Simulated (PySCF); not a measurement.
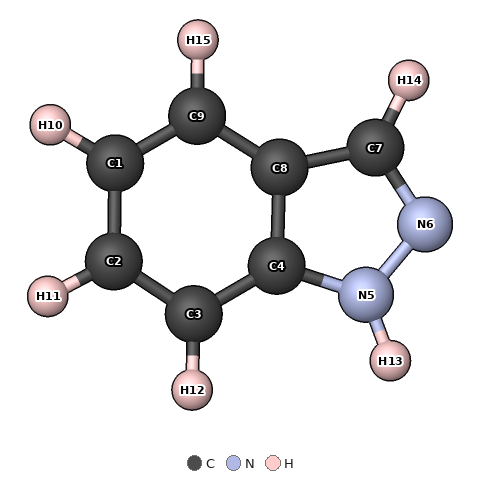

Geometry used (C₇H₆N₂ (1h-indazole), SMILES c1ccc2[nH]ncc2c1).

GIAO shifts, KT2/pcSseg-1 in PySCF, at a PBE0-D3(BJ)/def2-SVP geometry (no frequency check), against TMS for ¹³C, TMS for ¹H and NH₃ for ¹⁵N computed at the same level (¹⁵N: a single molecule, while the usual scales start at liquid NH₃ or nitromethane; multiply bonded nitrogen can come out tens of ppm too deshielded). Gas phase, fully decoupled, line heights follow the number of nuclei, widths are arbitrary (no quadrupolar broadening); values of one conformer, averaged over methyl-type rotors and exact or near symmetry. Protons on N, O or S are those of the isolated molecule, without hydrogen bonds to neighbours or exchange.

Which ¹³C signals does it give?

7 signals.


| δ (ppm) | nuclei | atoms |
| --- | --- | --- |
| 131.9 | 1 | C4 |
| 125.6 | 1 | C7 |
| 120.0 | 1 | C2 |
| 118.0 | 1 | C8 |
| 116.1 | 1 | C1 |
| 115.5 | 1 | C9 |
| 103.3 | 1 | C3 |

The order of signals that lie close, as those under 2 ppm apart, is within the error of the method.

How many ¹H lines appear, and where?

6 signals.


```
δ (ppm)  nuclei  atoms
   8.98       1    H13
   7.68       1    H14
   7.59       1    H15
   7.23       1    H12
   7.12       1    H11
   7.03       1    H10
```

Predict the ¹⁵N spectrum.

2 signals.


| δ (ppm) | nuclei | atoms |
| --- | --- | --- |
| 324.9 | 1 | N6 |
| 191.5 | 1 | N5 |

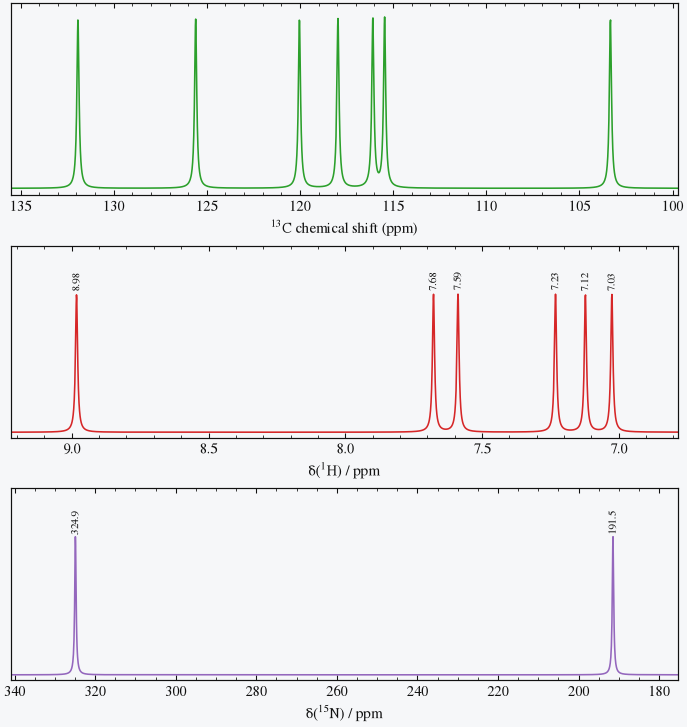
